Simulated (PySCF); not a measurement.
## Excited-state calculation, with input and output: C7H9F

C7H9F, computed with TDDFT CAM-B3LYP/def2-SVPD, vertical, gas phase, core orbitals frozen in the response (PySCF 2.14.0).

The geometry comes from this level: GFN2-xTB.

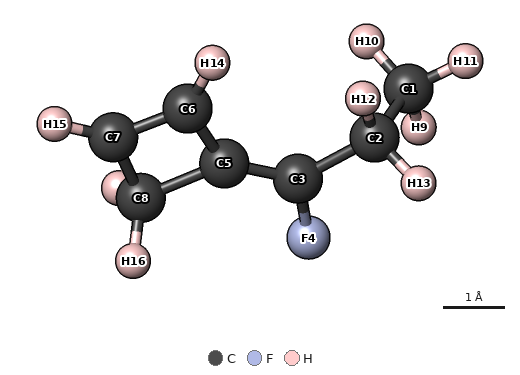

Figure 1. The structure (ball-and-stick view, seen at a tilt; atoms are numbered from 1 in the order of the input).

## Results in brief

- outcome: converged
- total energy: −371.488464 hartree
- HOMO: −7.62 eV
- LUMO: 0.56 eV
- dipole moment: 1.62 D
- mean polarisability: 85.23 a.u.
- lowest singlet excitation: 5.62 eV
- hardware: 1 CPU thread, shared host
- wall time: 1.8 min
- peak memory: 1.1 GiB

## Input
```
{"job": {"kind": "uv", "xc": "CAM-B3LYP", "basis": "def2-SVPD", "nstates": 8, "ntriplets": 3}, "charge": 0, "multiplicity": 1}
C     -2.612487     0.111708     0.575092
C     -1.535790     0.446796    -0.459585
C     -0.365038    -0.472657    -0.332186
F     -0.653378    -1.760069    -0.670311
C      0.860031    -0.177090     0.073658
C      1.571422     1.022875     0.498485
C      2.725048     0.364967     0.683857
C      2.148030    -0.970268     0.274699
H     -2.935369    -0.920670     0.461672
H     -2.223785     0.242770     1.582301
H     -3.474289     0.761420     0.444600
H     -1.191882     1.473025    -0.333061
H     -1.957834     0.337791    -1.462145
H      1.262214     2.045623     0.609474
H      3.711241     0.644868     1.001695
H      2.563042    -1.413285    -0.629466
H      2.101825    -1.725771     1.057868
```

The first line tells a small driver script what to run in PySCF; the rest is the geometry in Å.

Launch command:
```bash
OMP_NUM_THREADS=1 python <driver script> task.json out
```

## What the program printed
```
coarse grid: 14272 points
cycle   1  E = -371.3631622553  dE =  1.344e+00  |g| = 4.901e-01  |ddm| = 7.585e+00
cycle   2  E = -371.3611917072  dE =  1.971e-03  |g| = 5.586e-01  |ddm| = 1.430e+00
cycle   3  E = -371.4158035054  dE = -5.461e-02  |g| = 6.138e-02  |ddm| = 8.126e-01
cycle   4  E = -371.4165121013  dE = -7.086e-04  |g| = 2.982e-02  |ddm| = 1.677e-01
cycle   5  E = -371.4167361151  dE = -2.240e-04  |g| = 7.255e-03  |ddm| = 7.319e-02
cycle   6  E = -371.4167486297  dE = -1.251e-05  |g| = 2.902e-03  |ddm| = 1.800e-02
cycle   7  E = -371.4167508328  dE = -2.203e-06  |g| = 4.363e-04  |ddm| = 6.960e-03
final grid: 138408 points
cycle   8  E = -371.4884583680  dE = -4.120e-05  |g| = 5.098e-03  |ddm| = 1.265e-01
cycle   9  E = -371.4884573407  dE =  1.027e-06  |g| = 5.970e-03  |ddm| = 1.998e-02
cycle  10  E = -371.4884638931  dE = -6.552e-06  |g| = 6.092e-04  |ddm| = 7.115e-03
cycle  11  E = -371.4884639619  dE = -6.884e-08  |g| = 1.692e-04  |ddm| = 1.119e-03
cycle  12  E = -371.4884639686  dE = -6.696e-09  |g| = 4.422e-05  |ddm| = 4.963e-04
cycle  13  E = -371.4884639691  dE = -4.862e-10  |g| = 1.361e-05  |ddm| = 1.147e-04
```

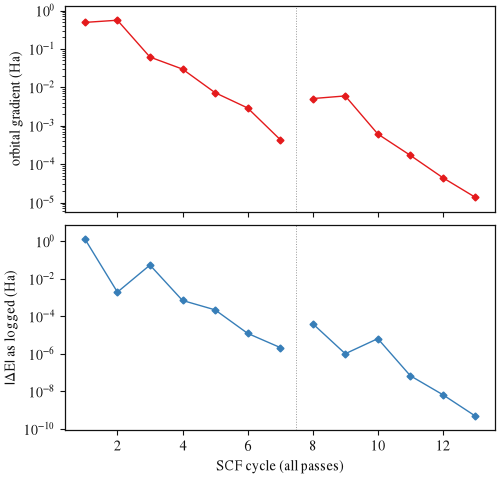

Figure 2. Convergence of the self-consistent field: orbital gradient and size of the energy change against the SCF cycle. The dotted line marks the change from a coarse to the final integration grid. The first 7 cycles use a coarse grid, the final grid takes over at cycle 8, and the field converges after 13 cycles in all.

```
converged SCF energy = -371.4884639691

Static polarisability (au): isotropic 85.229, principal 61.028 76.156 118.501

Singlet excitations
state   eV       nm        f      main configurations
  1   5.6236    220.5   0.46985   H->L 0.96
  2   6.2235    199.2   0.00029   H->L+1 0.86
  3   6.8194    181.8   0.01248   H->L+3 0.66, H->L+2 0.17
  4   6.8630    180.7   0.04271   H->L+2 0.62, H->L+3 0.18
  5   7.0161    176.7   0.04325   H-1->L 0.39, H->L+4 0.36, H->L+6 0.09
  6   7.3258    169.2   0.09806   H-1->L 0.49, H->L+4 0.37
  7   7.4486    166.5   0.00008   H-3->L 0.49, H-2->L 0.45
  8   7.6424    162.2   0.00288   H-2->L 0.41, H-3->L 0.38

Triplet excitations (Tamm-Dancoff, eV): 3.2390 4.9749 6.1048
```

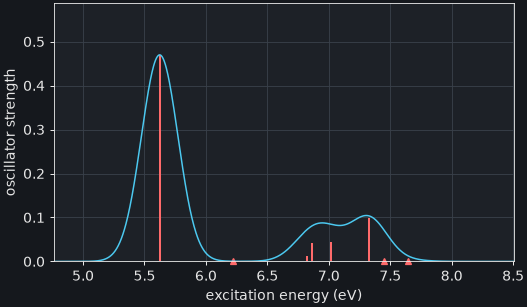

Figure 3. Computed excitations as sticks (degenerate states added up, dark ones marked on the axis), with a Gaussian envelope of 0.35 eV full width at half maximum, scaled to the tallest. Of the 8 states the lowest lies at 5.62 eV (f = 0.470); the strongest line is at 5.62 eV, or 220 nm (f = 0.470).

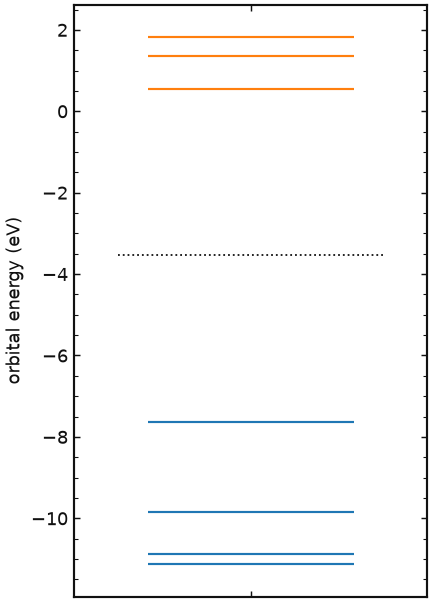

Figure 4. Orbital energies near the frontier; the dotted line parts filled from empty levels, and levels within 0.02 eV of each other stand side by side. Highest filled −7.62 eV, lowest empty 0.56 eV, 8.18 eV apart.
